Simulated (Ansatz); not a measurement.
# CH4AlClS2: how energies converge with the basis set

Aim: see how fast density functionals converge with the basis set for CH4AlClS2.

Computed with Ansatz 0.2.0, Gaussian basis. Level: one geometry, several basis sets.

Plan: PBE0-D4/def2-SVP; ωB97M-V/def2-SVP; PBE0-D4/def2-QZVPP; ωB97M-V/def2-QZVPP; the functionals' def2-TZVPP values are taken from earlier runs.

### 1 Structure used throughout

The geometry comes from an earlier relaxation with PBE0-D4 in a triple-zeta def2 set; it is a stationary point, not always the lowest conformer.

SMILES `S[CH2][Al]([SH])[Cl]`, 9 atoms, charge 0, spin multiplicity 1.

Atoms are counted from 1 here; the program's logs count them from 0.

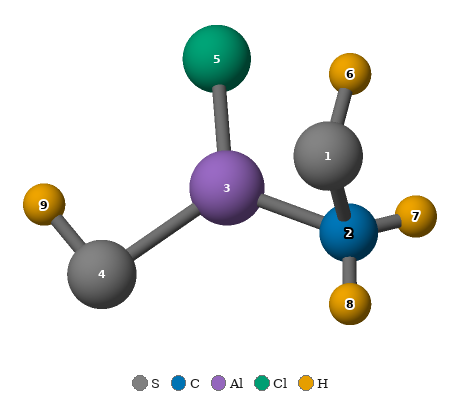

The geometry (sulfur grey, carbon blue, aluminium purple, chlorine teal, hydrogen amber); atoms are numbered from 1 in the order of the file.

### 2 PBE0-D4 in def2-SVP

File in.yaml:

```yaml
crystal:
  periodic: [false, false, false]
  atoms:
    - {symbol: S, position_ang: [1.495144, -0.303996, 1.100766]}
    - {symbol: C, position_ang: [0.726860, -1.064929, -0.411335]}
    - {symbol: Al, position_ang: [-0.571691, 0.349467, -0.221649]}
    - {symbol: S, position_ang: [-2.516027, -0.041752, 0.680014]}
    - {symbol: Cl, position_ang: [-0.162981, 2.248142, -1.036831]}
    - {symbol: H, position_ang: [2.103090, 0.719705, 0.476565]}
    - {symbol: H, position_ang: [1.459911, -1.162124, -1.207151]}
    - {symbol: H, position_ang: [0.396254, -2.052929, -0.089836]}
    - {symbol: H, position_ang: [-2.842060, 1.262214, 0.692458]}
basis:
  gaussian: {orbitals: def2-SVP}
hamiltonian: {xc: pbe0, dispersion: d4}
output: {orbitals: {seedname: orbitals}}
```

Run with:

```bash
> ansatz run in.yaml --threads 4 --pin off --events-out ev --progress --plain --max-ram 10444MiB
```

Standard output:

```text
Functional definition: PBE0
  name "PBE0"
  cite "Adamo & Barone, J. Chem. Phys. 110, 6158 (1999) doi:10.1063/1.478522"
  cite "Perdew, Burke & Ernzerhof, Phys. Rev. Lett. 77, 3865 (1996) doi:10.1103/PhysRevLett.77.3865"
  parent pbe
  parameter a = 0.25
  parameter kappa = 0.804
  parameter beta = 0.06672455060314922
  exchange = (1 - a)*pbe_x(kappa = kappa, mu = beta*pi^2/3) + a*exact_x
  correlation = pbe_c(beta = beta)
995 factors; integrals over basis functions are off by at most 1.1e-3 eV
mean field evaluation 1: about -41862.1582 eV, gradient 4.0e1 eV
mean field evaluation 2: about -41859.7325 eV, gradient 4.8e1 eV
mean field evaluation 4: about -41866.2247 eV, gradient 1.5e0 eV
mean field evaluation 8: about -41866.3605 eV, gradient 1.6e-1 eV
mean field evaluation 16: about -41866.3606 eV, gradient 3.2e-5 eV
mean field -41866.36055887 eV, -1538.5603724999 hartree, gradient 3.2e-5 eV, S^2 0.000000; 0 other end points of the search recorded, 0 dependent functions left out
reference -41866.36058619 eV, -1538.5603735039 hartree; 36, 36 occupied and 70, 70 virtual orbitals, 995 factors
Total energy: -41866.60799537 eV, -1538.5694656238 hartree
```

Run time: 1.1 s. Hardware: 4 threads of Intel Xeon Platinum 8375C at 2.90GHz, shared host.

### 3 ωB97M-V in def2-SVP

in.yaml, as its differences from that of step 2:

```diff
@@ -14,3 +14,3 @@
   gaussian: {orbitals: def2-SVP}
-hamiltonian: {xc: pbe0, dispersion: d4}
+hamiltonian: {xc: {name: wB97M-V}}
 output: {orbitals: {seedname: orbitals}}
```

Launched as before.

Standard output (excerpt; [...] marks lines left out):

```text
Functional definition: wB97M-V
  name "wB97M-V"
  cite "Mardirossian & Head-Gordon, J. Chem. Phys. 144, 214110 (2016) doi:10.1063/1.4952647"
  cite "Becke, J. Chem. Phys. 107, 8554 (1997) doi:10.1063/1.475007"
  cite "Vydrov & Van Voorhis, J. Chem. Phys. 133, 244103 (2010) doi:10.1063/1.3521275"
  # Of w^i u^j: cxij and so on, Table III.
[...]
  gx(w, u) = 1 - cx + cx01*u + cx10*w
  gss(w, u) = css00 + css04*u^4 + css10*w + css20*w^2 + css43*w^4*u^3
  gos(w, u) = cos00 + cos10*w + (cos20 + cos21*u)*w^2 + (cos60 + cos61*u)*w^6
[...]
      + integral(e_c_pw_mod_opposite_spin*gos(b97_w_opposite, b97_u_opposite)) + vv10(b, c)
995 factors; integrals over basis functions are off by at most 1.1e-3 eV
309 factors; integrals over basis functions are off by at most 1.0e-5 eV
[...]
mean field -41879.73659474 eV, -1539.0519327515 hartree, gradient 8.4e-5 eV, S^2 0.000000; 0 other end points of the search recorded, 0 dependent functions left out
reference -41879.73663726 eV, -1539.0519343144 hartree; 36, 36 occupied and 70, 70 virtual orbitals, 995 factors
Total energy: -41879.73663726 eV, -1539.0519343144 hartree
```

Wall time 3.7 s (4 threads of Intel Xeon Platinum 8375C at 2.90GHz, shared host).

### 4 PBE0-D4 in def2-QZVPP

in.yaml, as its differences from that of step 3:

```diff
@@ -13,4 +13,4 @@
 basis:
-  gaussian: {orbitals: def2-SVP}
-hamiltonian: {xc: {name: wB97M-V}}
+  gaussian: {orbitals: "def2-QZVPP.json"}
+hamiltonian: {xc: pbe0, dispersion: d4}
 output: {orbitals: {seedname: orbitals}}
```

Same command.

Standard output:

```text
Functional definition: PBE0
  name "PBE0"
  cite "Adamo & Barone, J. Chem. Phys. 110, 6158 (1999) doi:10.1063/1.478522"
  cite "Perdew, Burke & Ernzerhof, Phys. Rev. Lett. 77, 3865 (1996) doi:10.1103/PhysRevLett.77.3865"
  parent pbe
  parameter a = 0.25
  parameter kappa = 0.804
  parameter beta = 0.06672455060314922
  exchange = (1 - a)*pbe_x(kappa = kappa, mu = beta*pi^2/3) + a*exact_x
  correlation = pbe_c(beta = beta)
1942 factors; their error is unknown
mean field evaluation 1: about -41876.5378 eV, gradient 5.3e1 eV
mean field evaluation 2: about -41871.2146 eV, gradient 6.6e1 eV
mean field evaluation 4: about -41882.9944 eV, gradient 3.2e0 eV
mean field evaluation 8: about -41883.0129 eV, gradient 4.6e-2 eV
mean field evaluation 16: about -41883.0545 eV, gradient 6.6e-5 eV
mean field -41883.05452472 eV, -1539.1738644296 hartree, gradient 6.6e-5 eV, S^2 0.000000; 0 other end points of the search recorded, 0 dependent functions left out
reference -41883.05456276 eV, -1539.1738658273 hartree; 36, 36 occupied and 421, 421 virtual orbitals, 1942 factors
Total energy: -41883.30197194 eV, -1539.1829579472 hartree
```

Wall time 9 s (4 threads of Intel Xeon Platinum 8375C at 2.90GHz, shared host); peak memory 2.1 GiB.

### 5 ωB97M-V in def2-QZVPP

in.yaml, as its differences from that of step 4:

```diff
@@ -14,3 +14,3 @@
   gaussian: {orbitals: "def2-QZVPP.json"}
-hamiltonian: {xc: pbe0, dispersion: d4}
+hamiltonian: {xc: {name: wB97M-V}}
 output: {orbitals: {seedname: orbitals}}
```

Launched as before.

Standard output (excerpt; [...] marks lines left out):

```text
Functional definition: wB97M-V
  name "wB97M-V"
  cite "Mardirossian & Head-Gordon, J. Chem. Phys. 144, 214110 (2016) doi:10.1063/1.4952647"
  cite "Becke, J. Chem. Phys. 107, 8554 (1997) doi:10.1063/1.475007"
  cite "Vydrov & Van Voorhis, J. Chem. Phys. 133, 244103 (2010) doi:10.1063/1.3521275"
  # Of w^i u^j: cxij and so on, Table III.
[...]
  gx(w, u) = 1 - cx + cx01*u + cx10*w
  gss(w, u) = css00 + css04*u^4 + css10*w + css20*w^2 + css43*w^4*u^3
  gos(w, u) = cos00 + cos10*w + (cos20 + cos21*u)*w^2 + (cos60 + cos61*u)*w^6
[...]
      + integral(e_c_pw_mod_opposite_spin*gos(b97_w_opposite, b97_u_opposite)) + vv10(b, c)
1827 factors; their error is unknown
374 factors; integrals over basis functions are off by at most 1.6e-5 eV
[...]
mean field -41896.30713362 eV, -1539.6608888237 hartree, gradient 4.6e-5 eV, S^2 0.000000; 0 other end points of the search recorded, 0 dependent functions left out
reference -41896.30719392 eV, -1539.6608910396 hartree; 36, 36 occupied and 421, 421 virtual orbitals, 1827 factors
Total energy: -41896.30719392 eV, -1539.6608910396 hartree
```

Wall time 17 s (4 threads of Intel Xeon Platinum 8375C at 2.90GHz, shared host); peak memory 2.4 GiB.

### 6 Functionals by basis

The def2-TZVPP values come from earlier runs at the same geometry.

```
functional       basis  functions  energy (eV)  from the largest (eV)  HOMO (eV)  LUMO (eV)
   PBE0-D4    def2-SVP        106  -41866.6080                 16.694      -7.16      -0.24
   PBE0-D4  def2-TZVPP        255  -41882.0159                  1.286      -7.23      -0.54
   PBE0-D4  def2-QZVPP        457  -41883.3020                  0.000      -7.25      -0.71
   ωB97M-V    def2-SVP        106  -41879.7366                 16.571      -9.26       1.53
   ωB97M-V  def2-TZVPP        255  -41895.0798                  1.227      -9.35       1.17
   ωB97M-V  def2-QZVPP        457  -41896.3072                  0.000      -9.39       0.75
```

### 7 What came out

| quantity | value |
| --- | --- |
| PBE0-D4: double and triple zeta above quadruple | 16.69, 1.29 eV |
| ωB97M-V: double and triple zeta above quadruple | 16.57, 1.23 eV |

In words: PBE0-D4 gains 15.41 eV from double to triple zeta, then 1.29 eV more. These are total energies; as a rule much of such shifts cancels in differences, which this series doesn't test. The LUMO of ωB97M-V is positive and keeps falling with the basis (1.53 to 0.75 eV): an unbound level that the basis holds in place.

For PBE0-D4 the largest set took about 8 times as long as the smallest (9 s against 1.1 s).
